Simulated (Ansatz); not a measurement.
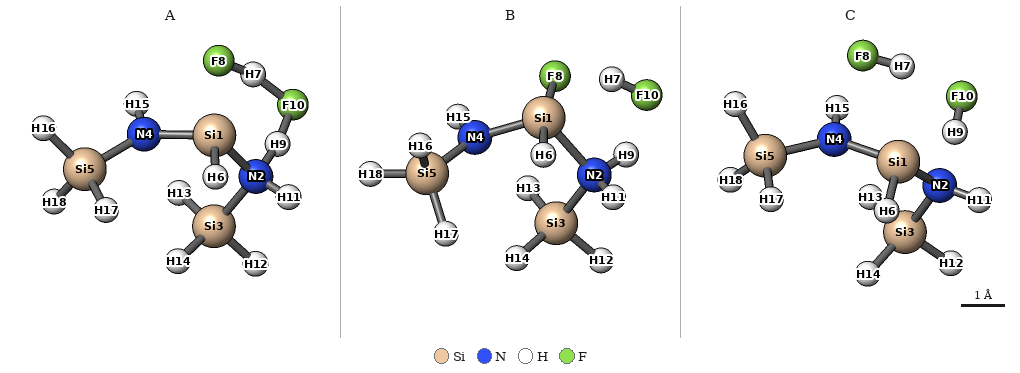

Three geometries of Si3N2H11F2 (multiplicity 2): a saddle point and the two minima that it joins, in shuffled order. A ball-and-stick model, seen at a tilt. Sticks join atoms that are closer than about 1.2 times the sum of their covalent radii (a little more with hydrogen).

Stationary points at PBE0-D4/def2-TZVP, single-point energies with PBE-QIDH, RPA@PBE, wB97M-V, CAM-B3LYP-D4 (def2-TZVPP where no basis is named; Ansatz 0.2.0). The energies are electronic, without zero-point or thermal terms, and both ends are the minima reached downhill from the saddle, with any fragments still in contact.

Q: Which frame is the transition state, what reaction does it lead through, and what barrier is to be expected?

A: Frame A is the saddle point. Counted by bonded pieces, C holds HF + HF + Si₃H₉N₂ and B holds HF + Si₃H₁₀N₂F. From C over the saddle to B, bonds form: Si1–F8 (3.78 → 2.42 → 1.75 Å), N2–H9 (1.53 → 1.19 → 1.03 Å), H7–F10 (1.56 → 1.27 → 0.95 Å). Bonds break: H7–F8 (0.95 → 1.04 → 1.55 Å), H9–F10 (1.00 → 1.24 → 1.91 Å). The saddle has one imaginary mode, 324i cm⁻¹. With PBE-QIDH the barrier is 7.2 kcal/mol from C and 14.4 kcal/mol from B, and B lies 7.1 kcal/mol below C.

```csv
level,barrier from C (kcal/mol),barrier from B (kcal/mol),B less C (kcal/mol)
PBE-QIDH,7.2,14.4,−7.1
RPA@PBE,7.8,14.3,−6.5
wB97M-V,5.7,15.3,−9.5
CAM-B3LYP-D4,5.7,12.2,−6.5
```
